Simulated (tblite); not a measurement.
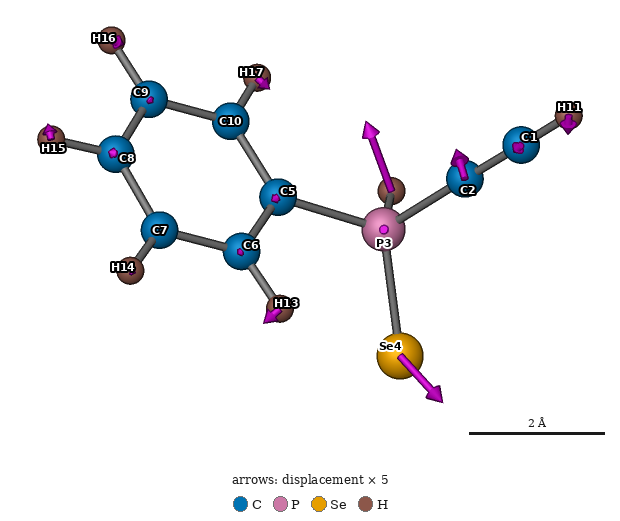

This is a relaxation of C$_{8}$H$_{7}$PSe. The starting structure is drawn; purple arrows show the displacements, magnified 5 times. The two geometries are superimposed by the best rigid fit.

The picture is a ball-and-stick view, seen at a tilt.

The calculation used tblite 0.8.0, GFN2-xTB geometry optimisation, gas phase. 

Question: Describe the change and its energy.

Answer: The energy falls by 53.3 kJ/mol in 36 geometry steps. An H atom moves most after the best rigid fit: 0.24 Å. Largest moves by element: H 0.24 Å, Se 0.20 Å, C 0.11 Å, P 0.02 Å. Among the contacts that change: P–Se 1.935 → 2.076 Å, C–P 1.784 → 1.817 Å, C–C 1.222 → 1.203 Å, C–H 1.096 → 1.080 Å. Among the angles between lasting bonds that change: Se–P–H 103.6° → 116.7°, C–C–P 178.9° → 170.0°, C–P–H 107.3° → 100.3°.
